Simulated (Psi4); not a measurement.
# Geometry relaxation of BH3 (part 2 of 2)

The same run, continued: BH3; PBE0/def2-TZVP, RKS, dispersion D4 (Psi4 1.11). The geometry comes from this level: PBE0-D4/def2-TZVP.

Geometry of the input (Å):
```
B  0.0139  -0.0151  -0.0051
H  0.9822  0.3817  0.5688
H  -0.2762  -1.1718  0.0430
H  -0.6644  0.7449  -0.6269
```

### The program's output, continued
```
Next Geometry in Ang
	Fragment 1 (Ang)

	    B  -0.0007096211   0.0002236951   0.0010514223
	    H   0.9685122341   0.3966707377   0.5735169289
	    H  -0.2898232971  -1.1567120299   0.0477358562
	    H  -0.6780505883   0.7598888693  -0.6221616629

    Structure for next step:
    Molecular point group: c1
    Full point group: C1

    Geometry (in Angstrom), charge = 0, multiplicity = 1:

    B           -0.000198739340     0.000059143822     0.000291812370
    H            0.969023115863     0.396506186408     0.572757319016
    H           -0.289312415355    -1.156876581208     0.046976246219
    H           -0.677539706526     0.759724317979    -0.622921272805

gradient() will perform analytic gradient computation.

   => Loading Basis Set <=

    Name: DEF2-TZVP
    Role: ORBITAL
    Keyword: BASIS

   => PBE0-D4(BJ,EEQ)ATM: Empirical Dispersion <=

        a1 =       0.400856
        a2 =       5.029288
       alp =      16.000000
        s6 =       1.000000
        s8 =       1.200655
        s9 =       1.000000
        ga =       3.000000
        gc =       2.000000
        wf =       6.000000

         ---------------------------------------------------------
                                   SCF
                              RKS Reference
                        1 Threads,   1525 MiB Core
         ---------------------------------------------------------

  ==> Geometry <==

    Molecular point group: c1
    Full point group: C1

    Geometry (in Angstrom), charge = 0, multiplicity = 1:

       Center              X                  Y                   Z               Mass
    ------------   -----------------  -----------------  -----------------  -----------------
         B           -0.000198739340     0.000059143822     0.000291812370    11.009305360000
         H            0.969023115863     0.396506186408     0.572757319016     1.007825032230
         H           -0.289312415355    -1.156876581208     0.046976246219     1.007825032230
         H           -0.677539706526     0.759724317979    -0.622921272805     1.007825032230

  Running in c1 symmetry.

  Rotational constants: A =      7.82949  B =      7.82923  C =      3.91469 [cm^-1]
  Rotational constants: A = 234722.05638  B = 234714.46684  C = 117359.48767 [MHz]
  Nuclear repulsion =    7.419141102111918

  Charge       = 0
  Multiplicity = 1
  Electrons    = 8
  Nalpha       = 4
  Nbeta        = 4

  ==> Algorithm <==

  SCF Algorithm Type is DF.
  DIIS enabled.
  MOM disabled.
  Fractional occupation disabled.
  Guess Type is READ.
  Energy threshold   = 1.00e-08
  Density threshold  = 1.00e-08
  Integral threshold = 1.00e-12

  ==> Primary Basis <==

  Basis Set: DEF2-TZVP
    Blend: DEF2-TZVP
    Number of shells: 23
    Number of basis functions: 49
    Number of Cartesian functions: 54
    Spherical Harmonics?: true
    Max angular momentum: 3

  ==> DFT Potential <==

   => LibXC <=

    Version 7.1.2

   => Composite Functional: PBE0-D4BJEEQATM <=

    PBE0-d4bjeeqatm Hyb-GGA Exchange-Correlation Functional

    Deriv               =              1
    GGA                 =           TRUE
    Meta                =          FALSE

    Exchange Hybrid     =           TRUE
    MP2 Hybrid          =          FALSE

   => Exchange Functionals <=

    0.7500   Perdew, Burke & Ernzerhof

   => Exact (HF) Exchange <=

    0.2500               HF

   => Correlation Functionals <=

    1.0000   Perdew, Burke & Ernzerhof

   => LibXC Density Thresholds  <==

    XC_HYB_GGA_XC_PBEH:  1.00E-15

   => Molecular Quadrature <=

    Radial Scheme          =       TREUTLER
    Pruning Scheme         =           NONE
    Nuclear Scheme         =       TREUTLER

    Blocking Scheme        =         OCTREE
    BS radius alpha        =              1
    Pruning alpha          =              1
    Radial Points          =             75
    Spherical Points       =            302
    Total Points           =          88159
    Total Blocks           =            707
    Max Points             =            256
    Max Functions          =             49
    Weights Tolerance      =       1.00E-15

   => Loading Basis Set <=

    Name: (DEF2-TZVP AUX)
    Role: JKFIT
    Keyword: DF_BASIS_SCF

   => Loading Basis Set <=

    Name: DEF2-TZVP
    Role: ORBITAL
    Keyword: BASIS

  Reading orbitals from file scr/job.m.9412.180.npy, no projection.

  ==> Integral Setup <==

  DFHelper Memory: AOs need 0.003 GiB; user supplied 0.995 GiB.
  SCF_SUBTYPE=INCORE selected. In-core MEM_DF algorithm will be used.
  Using in-core AOs.

  ==> MemDFJK: Density-Fitted J/K Matrices <==

    J tasked:                   Yes
    K tasked:                   Yes
    wK tasked:                   No
    Memory [MiB]:              1018
    Algorithm:                 Core
    Schwarz Cutoff:           1E-12
    Mask sparsity (%):       0.0000
    Fitting Condition:        1E-10

   => Auxiliary Basis Set <=

  Basis Set: (DEF2-TZVP AUX)
    Blend: DEF2-UNIVERSAL-JKFIT
    Number of shells: 43
    Number of basis functions: 129
    Number of Cartesian functions: 149
    Spherical Harmonics?: true
    Max angular momentum: 4

  Cached 100.0% of DFT collocation blocks in 0.123 [GiB].

  Minimum eigenvalue in the overlap matrix is 8.8989939541E-03.
  Reciprocal condition number of the overlap matrix is 1.5734366162E-03.
    Using symmetric orthogonalization.

  ==> Pre-Iterations <==

  SCF Guess: Orbitals guess was supplied from a previous computation.

   -------------------------------------------------------
    Irrep   Nso     Nmo     Nalpha   Nbeta   Ndocc  Nsocc
   -------------------------------------------------------
     A         49      49       4       4       4       0
   -------------------------------------------------------
    Total      49      49       4       4       4       0
   -------------------------------------------------------

  ==> Iterations <==

                           Total Energy        Delta E     RMS |[F,P]|

   @DF-RKS iter   0:   -26.56634254289946   -2.65663e+01   9.86471e-06
   @DF-RKS iter   1:   -26.56632256965856    1.99732e-05   3.21025e-06 DIIS
   @DF-RKS iter   2:   -26.56632258285252   -1.31940e-08   1.19987e-06 DIIS
   @DF-RKS iter   3:   -26.56632258553767   -2.68514e-09   6.99369e-08 DIIS
   @DF-RKS iter   4:   -26.56632258554490   -7.22977e-12   1.02510e-08 DIIS
   @DF-RKS iter   5:   -26.56632258554506   -1.66978e-13   1.79949e-09 DIIS
  Energy and wave function converged.

  ==> Post-Iterations <==

   Electrons on quadrature grid:
      Ntotal   =    8.0000000831 ; deviation = 8.313e-08

    Orbital Energies [Eh]
    ---------------------

    Doubly Occupied:

       1A     -6.799724     2A     -0.530973     3A     -0.364557
       4A     -0.364552

    Virtual:

       5A     -0.071687     6A      0.074402     7A      0.106013
       8A      0.106014     9A      0.157981    10A      0.168980
      11A      0.168983    12A      0.170252    13A      0.385774
      14A      0.385775    15A      0.445543    16A      0.445548
      17A      0.471291    18A      0.608409    19A      0.721044
      20A      0.721048    21A      0.722697    22A      0.887990
      23A      0.887994    24A      0.928208    25A      1.348581
      26A      1.497682    27A      1.497690    28A      1.508395
      29A      1.711423    30A      1.711430    31A      1.781655
      32A      1.781659    33A      1.801098    34A      1.835022
      35A      1.925479    36A      1.925483    37A      2.106238
      38A      2.106261    39A      2.325561    40A      2.426573
      41A      2.426587    42A      2.792222    43A      2.792227
      44A      2.905448    45A      2.966379    46A      2.966398
      47A      3.000253    48A      3.338360    49A     14.455118

    Final Occupation by Irrep:
              A
    DOCC [     4 ]
    NA   [     4 ]
    NB   [     4 ]

  @DF-RKS Final Energy:   -26.56632258554506

   => Energetics <=

    Nuclear Repulsion Energy =              7.4191411021119178
    One-Electron Energy =                 -49.0886334873981411
    Two-Electron Energy =                  18.9592321662010725
    DFT Exchange-Correlation Energy =      -3.8555654181416217
    Empirical Dispersion Energy =          -0.0004969483182859
    VV10 Nonlocal Energy =                  0.0000000000000000
    Total Energy =                        -26.5663225855450627

Computation Completed

Properties will be evaluated at   0.000000,   0.000000,   0.000000 [a0]

Properties computed using the SCF density matrix

 Multipole Moments:

 ------------------------------------------------------------------------------------
     Multipole            Electronic (a.u.)      Nuclear  (a.u.)        Total (a.u.)
 ------------------------------------------------------------------------------------

 L = 1.  Multiply by 2.5417464519 to convert [e a0] to [Debye]
 Dipole X            :         -0.0029983            0.0022248           -0.0007735
 Dipole Y            :          0.0008953           -0.0006621            0.0002333
 Dipole Z            :          0.0044041           -0.0032667            0.0011374
 Magnitude           :                                                    0.0013951

 ------------------------------------------------------------------------------------

	total time  =          1 seconds =       0.02 minutes

         ------------------------------------------------------------
                                   SCF GRAD
         ------------------------------------------------------------

  ==> Geometry <==

    Molecular point group: c1
    Full point group: C1

    Geometry (in Angstrom), charge = 0, multiplicity = 1:

       Center              X                  Y                   Z               Mass
    ------------   -----------------  -----------------  -----------------  -----------------
         B           -0.000198739340     0.000059143822     0.000291812370    11.009305360000
         H            0.969023115863     0.396506186408     0.572757319016     1.007825032230
         H           -0.289312415355    -1.156876581208     0.046976246219     1.007825032230
         H           -0.677539706526     0.759724317979    -0.622921272805     1.007825032230

  Nuclear repulsion =    7.419141102111918

  ==> Basis Set <==

  Basis Set: DEF2-TZVP
    Blend: DEF2-TZVP
    Number of shells: 23
    Number of basis functions: 49
    Number of Cartesian functions: 54
    Spherical Harmonics?: true
    Max angular momentum: 3

  ==> DFJKGrad: Density-Fitted SCF Gradients <==

    Gradient:                    1
    J tasked:                  Yes
    K tasked:                  Yes
    wK tasked:                  No
    Integrals threads:           1
    Memory [MiB]:             1144
    Schwarz Cutoff:          1E-12
    Fitting Condition:       1E-10

   => Auxiliary Basis Set <=

  Basis Set: (DEF2-TZVP AUX)
    Blend: DEF2-UNIVERSAL-JKFIT
    Number of shells: 43
    Number of basis functions: 129
    Number of Cartesian functions: 149
    Spherical Harmonics?: true
    Max angular momentum: 4

  ==> DFT Potential <==

   => LibXC <=

    Version 7.1.2

   => Composite Functional: PBE0-D4BJEEQATM <=

    PBE0-d4bjeeqatm Hyb-GGA Exchange-Correlation Functional

    Deriv               =              1
    GGA                 =           TRUE
    Meta                =          FALSE

    Exchange Hybrid     =           TRUE
    MP2 Hybrid          =          FALSE

   => Exchange Functionals <=

    0.7500   Perdew, Burke & Ernzerhof

   => Exact (HF) Exchange <=

    0.2500               HF

   => Correlation Functionals <=

    1.0000   Perdew, Burke & Ernzerhof

   => LibXC Density Thresholds  <==

    XC_HYB_GGA_XC_PBEH:  1.00E-15

   => Molecular Quadrature <=

    Radial Scheme          =       TREUTLER
    Pruning Scheme         =           NONE
    Nuclear Scheme         =       TREUTLER

    Blocking Scheme        =         OCTREE
    BS radius alpha        =              1
    Pruning alpha          =              1
    Radial Points          =             75
    Spherical Points       =            302
    Total Points           =          88159
    Total Blocks           =            707
    Max Points             =            256
    Max Functions          =             49
    Weights Tolerance      =       1.00E-15

  -Total Gradient:
     Atom            X                  Y                   Z
    ------   -----------------  -----------------  -----------------
       1       -0.000205762699     0.000059475390     0.000301087572
       2        0.000069289030    -0.000020452096    -0.000099838661
       3        0.000068397954    -0.000020354385    -0.000100386097
       4        0.000068660316    -0.000020778374    -0.000100068852

	total time  =          0 seconds =       0.00 minutes

    			-----------------------------------------

    			 OPTKING 3.0: for geometry optimizations

    			        with contributions from

    			-----------------------------------------

	                            ===> Fragment 1 <==

	 Z (Atomic Numbers)          Masses                          Geom
	       5.000000            11.009305         -0.00037556  0.00011177  0.00055145
	       1.000000             1.007825          1.83118830  0.74928810  1.08235447
	       1.000000             1.007825         -0.54672123 -2.18617990  0.08877224
	       1.000000             1.007825         -1.28036448  1.43567089 -1.17715060

	 - Coordinate -           - BOHR/RAD -       - ANG/DEG -
	 R(1,2)           =         2.255258           1.193431
	 R(1,3)           =         2.255249           1.193426
	 R(1,4)           =         2.255257           1.193431
	 B(2,1,3)         =         2.094409         120.000822
	 B(2,1,4)         =         2.094359         119.997957
	 B(3,1,4)         =         2.094406         120.000644
	 O(2,1,3,4)       =         0.004176           0.239295
	 O(3,1,2,4)       =        -0.004176          -0.239289
	 O(4,1,2,3)       =         0.004176           0.239296

	        --- Internal Coordinate Step in ANG or DEG, aJ/ANG or AJ/DEG ---
	-------------------------------------------------------------------------------
	           Coordinate      Previous         Force          Change          New
	           ----------      --------        ------          ------        ------
	               R(1,2)       1.19343       -0.00001       -0.00001       1.19342
	               R(1,3)       1.19343        0.00001       -0.00001       1.19342
	               R(1,4)       1.19343       -0.00000       -0.00000       1.19343
	             B(2,1,3)     120.00082       -0.00000       -0.00009     120.00073
	             B(2,1,4)     119.99796        0.00000        0.00060     119.99856
	             B(3,1,4)     120.00064       -0.00000        0.00007     120.00071
	           O(2,1,3,4)       0.23930       -0.00001       -0.23946      -0.00016
	           O(3,1,2,4)      -0.23929        0.00001        0.23945       0.00016
	           O(4,1,2,3)       0.23930       -0.00001       -0.23946      -0.00016
	-------------------------------------------------------------------------------

	                                 ==> Convergence Check <==

	Measures of convergence in internal coordinates in au.

	Criteria marked as inactive (o), active & met (*), and active & unmet ( ).

	----------------------------------------------------------------------------------------------
	   Step    Total Energy     Delta E     Max Force     RMS Force      Max Disp      RMS Disp
	----------------------------------------------------------------------------------------------
	  Convergence Criteria     1.00e-06 *    3.00e-04 *             o    1.20e-03 *             o
	----------------------------------------------------------------------------------------------
	     2     -26.56632259    4.33e-07 *    9.26e-05 *    5.35e-05 o    4.18e-03      2.41e-03 o  ~
	----------------------------------------------------------------------------------------------

Next Geometry in Ang
	Fragment 1 (Ang)

	    B   0.0004922453  -0.0001552334  -0.0007237687
	    H   0.9687894947   0.3965721988   0.5730947590
	    H  -0.2895390773  -1.1567970613   0.0473155657
	    H  -0.6777704081   0.7597931629  -0.6225824513

    Final optimized geometry and variables:
    Molecular point group: c1
    Full point group: C1

    Geometry (in Angstrom), charge = 0, multiplicity = 1:

    B           -0.000198739340     0.000059143822     0.000291812370
    H            0.969023115863     0.396506186408     0.572757319016
    H           -0.289312415355    -1.156876581208     0.046976246219
    H           -0.677539706526     0.759724317979    -0.622921272805

    Psi4 run time: 0:00:04.50
```

### Standard output
```
Optimizer: Optimization complete!
```

### Trajectory as extended XYZ (Å, eV, eV/Å), 2 frames, from step=0 to step=1
```
4
Properties=species:S:1:pos:R:3:forces:R:3 step=0 energy=-722.90648
B     0.0139   -0.0151   -0.0051    0.0000  -0.0002   0.0011
H     0.9822    0.3817    0.5688   -0.0009  -0.0009  -0.0008
H    -0.2762   -1.1718    0.0430    0.0006   0.0015  -0.0003
H    -0.6644    0.7449   -0.6269    0.0003  -0.0006   0.0000
4
Properties=species:S:1:pos:R:3:forces:R:3 step=1 energy=-722.90647
B     0.0137   -0.0150   -0.0048    0.0106  -0.0031  -0.0155
H     0.9829    0.3814    0.5677   -0.0036   0.0010   0.0051
H    -0.2754   -1.1720    0.0419   -0.0035   0.0010   0.0052
H    -0.6636    0.7446   -0.6280   -0.0035   0.0011   0.0052
```

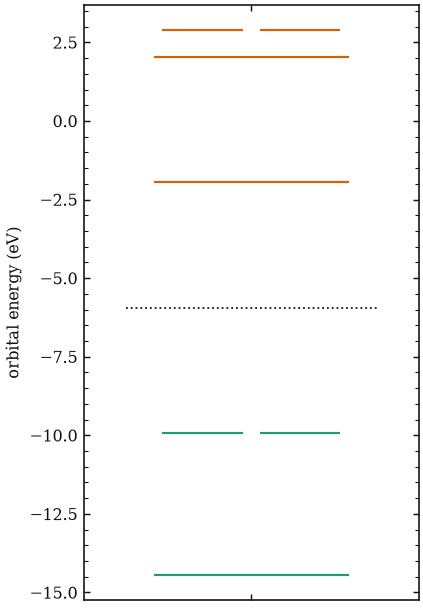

Orbital energies near the frontier; the dotted line parts filled from empty levels, and levels within 0.02 eV of each other stand side by side. Highest filled −9.92 eV, lowest empty −1.95 eV, 7.97 eV apart.
